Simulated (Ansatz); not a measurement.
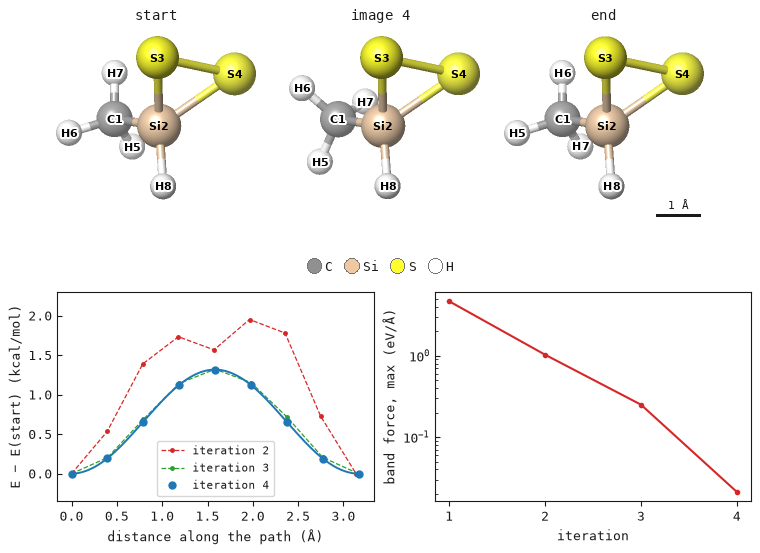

A nudged-elastic-band calculation for CH4S2Si. Images are numbered from 0 (start) to 8 (end). The plot follows the band through its iterations. The picture is a ball-and-stick view, seen from a free direction.

All numbers below come from Ansatz, RKS LDA/def2-SVP. Run with 7 movable images; climbing image; force threshold 0.05 eV/Å; iteration limit 60; starting path through a guess of the saddle point.

Q: Did the band converge, and can the barrier be trusted?

A: The result is final at these settings. The band converged in 4 iterations. The largest component of the band force went from 4.7 to 0.021 eV/Å. The climbing image converged on the top of the path. Its vibrational analysis gives one imaginary mode (147i cm⁻¹), as a transition state must have. The first iteration put the highest image at 17.14 kcal/mol. The barrier is about 1.32 kcal/mol in both directions, with image 4 at the top; the ends have the same energy.

The run took 76 s on 1 thread of Intel(R) Xeon(R) Processor @ 2.70GHz, with other jobs on the host, peak memory 0.13 GiB.
